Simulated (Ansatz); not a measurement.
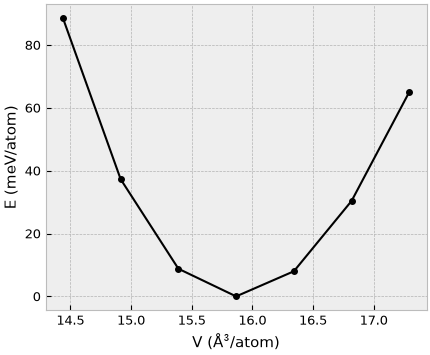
SiW (rock salt, space group No. 225) under volume change, the program Ansatz at the PBE level (PAW), scaled uniformly.

**Question.** What does a third-order Birch–Murnaghan fit give for V₀, B₀ and B′?

**Answer.** V₀ = 15.87 Å³/atom, B₀ = 188 GPa, B′ = 4.1.

Space group Fm-3m (rock salt). The cell is a constructed one: a structure type filled with these elements; neither database checked (COD, Materials Project) lists it. Its standing as an ambient phase is unchecked. Symmetry was held in the PBE relaxation; whether a distortion lowers the energy is not shown. The run is not spin-polarised. Spin–orbit coupling is left out wherever it is not named.

Potentials: the later of the program's two PAW sets.
